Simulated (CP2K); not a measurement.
# GeF2 (SMILES [F][Ge][F]): levels of theory compared

Wanted: a comparison of 3 runs (PM3, PM6, GFN2-xTB) of GeF2. 

The results are computed with CP2K 2026.2.

## Step 1: Starting point

GeF2 has 3 atoms, charge 0, and is taken as a singlet. As SMILES, `[F][Ge][F]`. Geometry: relaxed at PBE0-D4/def2-TZVP.

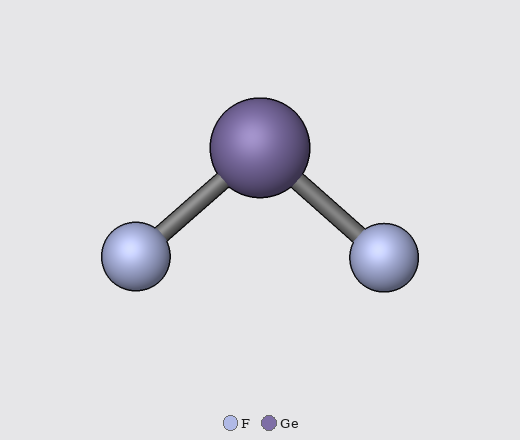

Viewed from a chosen angle; fluorine light blue, germanium purple.

## Step 2: The energy at PM3 (run 1)

Contents of qs.inp:

```
&GLOBAL
  PROJECT_NAME qs
  RUN_TYPE ENERGY
  PRINT_LEVEL MEDIUM
&END GLOBAL
&FORCE_EVAL
  METHOD QUICKSTEP
  &DFT
    CHARGE 0
    MULTIPLICITY 1
    &QS
      METHOD PM3
      EPS_DEFAULT 1.0E-10
      &SE
        &COULOMB
          CUTOFF [angstrom] 50
          RC_RANGE [angstrom] 0
        &END COULOMB
        &EXCHANGE
          CUTOFF [angstrom] 50
          RC_RANGE [angstrom] 0
        &END EXCHANGE
      &END SE
    &END QS
    &POISSON
      PERIODIC NONE
      POISSON_SOLVER ANALYTIC
    &END POISSON
    &SCF
      SCF_GUESS ATOMIC
      EPS_SCF 1.0E-08
      MAX_SCF 25
      &OT ON
        MINIMIZER DIIS
        PRECONDITIONER FULL_ALL
        STEPSIZE 0.02
      &END OT
      &OUTER_SCF
        EPS_SCF 1.0E-08
        MAX_SCF 2
      &END OUTER_SCF
    &END SCF
    &PRINT
      &MOMENTS
        PERIODIC F
        REFERENCE COM
        MAX_MOMENT 1
      &END MOMENTS
      &MO_CUBES
        NLUMO 1
        NHOMO -1
        WRITE_CUBE F
      &END MO_CUBES
      &HIRSHFELD OFF
      &END HIRSHFELD
    &END PRINT
  &END DFT
  &SUBSYS
    &CELL
      ABC [angstrom] 13.3 14.4 12.8
      PERIODIC NONE
    &END CELL
    &COORD
      F     -0.675900    -1.101800    -0.497500
      Ge     0.637500    -0.295200     0.320200
      F      0.027600     1.332100     0.164100
    &END COORD
    &TOPOLOGY
      &CENTER_COORDINATES
      &END CENTER_COORDINATES
    &END TOPOLOGY
  &END SUBSYS
&END FORCE_EVAL
```

Launch:

```bash
$ OMP_NUM_THREADS=1 cp2k.psmp -i qs.inp > qs.out 2>&1
```

The log of the run:

```text
CP2K| version string:                                       CP2K version 2026.2
[...]
 GLOBAL| Method name                                                        CP2K
[...]
 GLOBAL| Run type                                                         ENERGY
[...]
                             - Atoms:                                          3
[...]
                             - Spherical basis functions:                     12
[...]
 Number of electrons:                                                         18
[...]
     1 OT DIIS     0.20E-01    0.0     0.31091405       -34.3595223901 -3.44E+01
[...]
     1 OT DIIS     0.20E-01    0.0     6.1858E-09       -35.6506472380  4.23E-11
  *** SCF run converged in     1 steps ***
  Core-core repulsion energy [eV]:                            550.33767818179854
  Core Hamiltonian energy [eV]:                             -1712.93278171283873
  Two-electron integral energy [eV]:                          384.98331360630294
  Electronic energy [eV]:                                   -1520.44112490968723
  Total energy [eV]:                                         -970.10344672788870
  Atomic reference energy [eV]:                               964.56932135029001
  Heat of formation [kcal/mol]:                              -127.61997308914603
[...]
 SE_DIPOLE| Moment [Debye]         -1.78953034       0.76384636      -0.90604436
 SE_DIPOLE| Derivative [a.u.]       0.00000000       0.00000000       0.00000000
 *** WARNING in qs_scf_post_se.F:140 :: Printing of MO cube files not ***
 *** implemented for Semi-Empirical method.                           ***
 ENERGY| Total FORCE_EVAL ( QS ) energy [hartree]            -35.650647237999713
[...]
```

Run time: 2.4 s. Hardware: 1 thread of Intel Xeon Platinum 8259CL at 2.50GHz (Skylake/Cascade Lake), shared host; peak memory 0.19 GiB.

## Step 3: Energy and forces at PM6 (run 2)

Contents of molecule.xyz:

```xyz
3

F     -0.675900    -1.101800    -0.497500
Ge     0.637500    -0.295200     0.320200
F      0.027600     1.332100     0.164100
```

Contents of calc.py:

```python
import numpy as np
from ase.io import read
from ase.calculators.cp2k import CP2K

atoms = read("molecule.xyz")
atoms.set_cell([17.3, 18.4, 16.8])
atoms.center()
template = """
&FORCE_EVAL
    METHOD QUICKSTEP
    &DFT
        &QS
            METHOD PM6
            EPS_DEFAULT 1.0E-10
            &SE
                &COULOMB
                    CUTOFF [angstrom] 50
                    RC_RANGE [angstrom] 0
                &END COULOMB
                &EXCHANGE
                    CUTOFF [angstrom] 50
                    RC_RANGE [angstrom] 0
                &END EXCHANGE
            &END SE
        &END QS
        # isolated system
        &POISSON
            PERIODIC NONE
            POISSON_SOLVER ANALYTIC
        &END POISSON
        # self-consistent field
        &SCF
            SCF_GUESS ATOMIC
            EPS_SCF 1.0E-06
            MAX_SCF 25
            &OT
                MINIMIZER CG
                PRECONDITIONER NONE
            &END OT
            &OUTER_SCF
                EPS_SCF 1.0E-06
                MAX_SCF 3
            &END OUTER_SCF
        &END SCF
        &PRINT
            &MOMENTS
                PERIODIC F
                REFERENCE COM
                MAX_MOMENT 1
            &END MOMENTS
            &MO_CUBES
                NLUMO 5
                NHOMO -1
                WRITE_CUBE F
            &END MO_CUBES
            &HIRSHFELD OFF
            &END HIRSHFELD
        &END PRINT
    &END DFT
    &SUBSYS
    &END SUBSYS
&END FORCE_EVAL
"""
calculator = CP2K(command="cp2k.psmp -s", label="job", inp=template, basis_set=None, basis_set_file=None, potential_file=None, pseudo_potential=None, xc=None, cutoff=None, max_scf=None, charge=None, uks=False,
            force_eval_method=None, print_level="LOW", poisson_solver=None, stress_tensor=False)
atoms.calc = calculator
print("E / eV:", round(atoms.get_potential_energy(), 6))
forces = atoms.get_forces()
print(np.array2string(forces, precision=5, suppress_small=True))
print("largest force / (eV/A): %.4f" % np.linalg.norm(forces, axis=1).max())
```

Launch:

```bash
$ OMP_NUM_THREADS=1 python calc.py
```

The log of the run:

```text
E / eV: -1024.200338
[[-0.11645 -0.12958 -0.07897]
 [ 0.14027 -0.05894  0.07109]
 [-0.02382  0.18852  0.00788]]
largest force / (eV/A): 0.1913
```

job.out:

```text
CP2K| version string:                                       CP2K version 2026.2
 CP2K| Input file name                                                   job.inp

[... 16 lines left out ...]
 *** WARNING in qs_kind_types.F:2264 :: Information provided in the input ***
[... 69 lines left out ...]
  Step     Update method      Time    Convergence         Total energy    Change
[... 14 lines left out ...]
  Total energy [eV]:                                        -1024.20033840083192
[... 4 lines left out ...]
  outer SCF iter =    1 RMS gradient =   0.82E-06 energy =        -37.6386715134
[... 2 lines left out ...]
 SE_DIPOLE| Dipole type                                             non-periodic
[... 1 line left out ...]
 SE_DIPOLE| Moment [Debye]         -3.32825329       1.42047422      -1.68514499
[... 2 lines left out ...]
 *** WARNING in qs_scf_post_se.F:140 :: Printing of MO cube files not ***
[... 28 lines left out ...]
 -------------------------------------------------------------------------------
```

Wall time 3.3 s (1 thread of Intel Xeon Platinum 8259CL at 2.50GHz (Skylake/Cascade Lake), shared host); peak memory 0.19 GiB.

## Step 4: Energy and gradient at GFN2-xTB (run 3)

Contents of gas.inp:

```
&GLOBAL
    PROJECT gas
    RUN_TYPE ENERGY_FORCE
    PRINT_LEVEL HIGH
&END
&FORCE_EVAL
    METHOD Quickstep
    &DFT
        CHARGE 0
        MULTIPLICITY 1
        &QS
            METHOD XTB
            EPS_DEFAULT 1.0E-08
            &XTB
                GFN_TYPE TBLITE
                &TBLITE
                    METHOD GFN2
                &END
                CHECK_ATOMIC_CHARGES F
            &END
        &END
        &POISSON
            PERIODIC NONE
            POISSON_SOLVER ANALYTIC
        &END
        &SCF
            SCF_GUESS ATOMIC
            EPS_SCF 1.0E-09
            MAX_SCF 150
            ADDED_MOS 8
            &DIAGONALIZATION
                ALGORITHM STANDARD
            &END
            &MIXING
                METHOD DIRECT_P_MIXING
                ALPHA 0.4
            &END
            &SMEAR ON
                METHOD FERMI_DIRAC
                ELECTRONIC_TEMPERATURE [K] 300
            &END
        &END
        &PRINT
            &MOMENTS
                PERIODIC F
                REFERENCE COM
                MAX_MOMENT 1
            &END
            &MO ON
                ENERGIES T
                OCCUPATION_NUMBERS T
                NDIGITS 6
                &EACH
                    QS_SCF 0
                &END
                ADD_LAST NUMERIC
            &END
            &HIRSHFELD OFF
            &END
        &END
    &END
    &SUBSYS
        &CELL
            ABC [angstrom] 13.3 14.4 12.8
            PERIODIC NONE
        &END
        &COORD
            F     -0.675900    -1.101800    -0.497500
            Ge     0.637500    -0.295200     0.320200
            F      0.027600     1.332100     0.164100
        &END
        &TOPOLOGY
            &CENTER_COORDINATES
            &END
        &END
    &END
    &PRINT
        &FORCES ON
        &END
    &END
&END
```

Launch:

```bash
$ OMP_NUM_THREADS=1 cp2k.psmp -i gas.inp -o gas.out
```

The log of the run:

```text
CP2K| version string:                                       CP2K version 2026.2
[...]
 GLOBAL| Method name                                                        CP2K
[...]
 GLOBAL| Run type                                                   ENERGY_FORCE
[...]
                             - Atoms:                                          3
[...]
                             - Spherical basis functions:                     17
[...]
 Number of electrons:                                                         18
[...]
  *** SCF run converged in    17 steps ***
[...]
  Fermi energy:                                                -0.31630980688514
[...]
 TB_DIPOLE| Moment [Debye]          2.44284066      -1.04252194       1.23683829
 TB_DIPOLE| Derivative [a.u.]       0.00000000       0.00000000       0.00000000
[...]
 ENERGY| Total FORCE_EVAL ( QS ) energy [hartree]            -11.538096196738886
 FORCES| Atomic forces [hartree/bohr]
 FORCES|   Atom     x               y               z               |f|
 FORCES|      1 -1.17995559E-02 -4.24058171E-03 -7.01043161E-03   1.43651733E-02
 FORCES|      2  1.88208586E-02 -8.02015623E-03  9.53055184E-03   2.25694271E-02
 FORCES|      3 -7.02130267E-03  1.22607379E-02 -2.52012024E-03   1.43518428E-02
 FORCES| Sum     1.73472348E-18 -1.56125113E-17  8.67361738E-19
 FORCES| Total atomic force                                       1.57325170E-17
 *** WARNING in force_env_methods.F:472 :: To print the stress tensor ***
 *** switch on the virial evaluation with the keyword: STRESS_TENSOR  ***
[...]
```

It took 1.7 s on 1 thread of Intel Xeon Platinum 8259CL at 2.50GHz (Skylake/Cascade Lake), shared host; peak memory 0.19 GiB.

## Step 5: Overview of the runs

| run | level | task | SCF convergence threshold | energy (Eh) | dipole moment (D) | heat of formation (kcal/mol) | wall time |
| --- | --- | --- | --- | --- | --- | --- | --- |
| 1 | PM3 | energy | 1e-08 | -35.650647 | 2.15 | -127.6 | 2.4 s |
| 2 | PM6 | gradient | 1e-06 | -37.638672 | 3.99 | -131.3 | 3.3 s |
| 3 | GFN2-xTB | gradient | 1e-09 | -11.538096 | 2.93 | – | 1.7 s |

## Step 6: Results

| quantity | value |
| --- | --- |
| run 3: total energy | -11.53810 Eh |
| run 3: dipole moment (from atomic charges alone) | 2.93 D |
| run 3: HOMO energy | -12.85 eV |
| run 3: LUMO energy | -7.71 eV |
| run 3: HOMO–LUMO gap | 5.13 eV |
| run 3: largest force on an atom | 1.161 eV/Å |

What this shows: The dipole moment (its size) runs from 2.15 D (PM3) to 3.99 D (PM6). Some of these are taken from atomic charges alone. Force-field and semi-empirical energies have zeros of their own, so their totals don't compare. All runs together took 7.4 s, the longest 3.3 s.
